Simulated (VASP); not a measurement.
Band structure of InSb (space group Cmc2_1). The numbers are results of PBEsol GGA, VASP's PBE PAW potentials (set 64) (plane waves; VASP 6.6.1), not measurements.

Unless said otherwise, spin-orbit coupling is left out, though it shifts the bands of the heavy elements here.

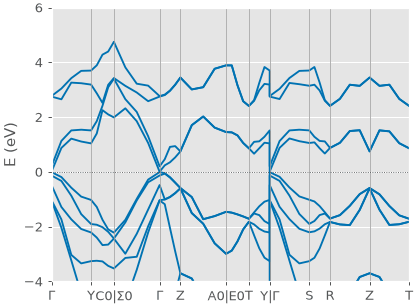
Figure: Bands along high-symmetry lines, zero at the valence-band maximum or, without a gap, the Fermi level

Task: Read the plot: is there a gap, and where are the band edges?

Result: It has no gap at this level: it comes out as a metal or semimetal.

The structure comes from a computed database's InSb entry (Cmc2_1); how it stands against other phases isn't given here. The cell was not relaxed at this level.
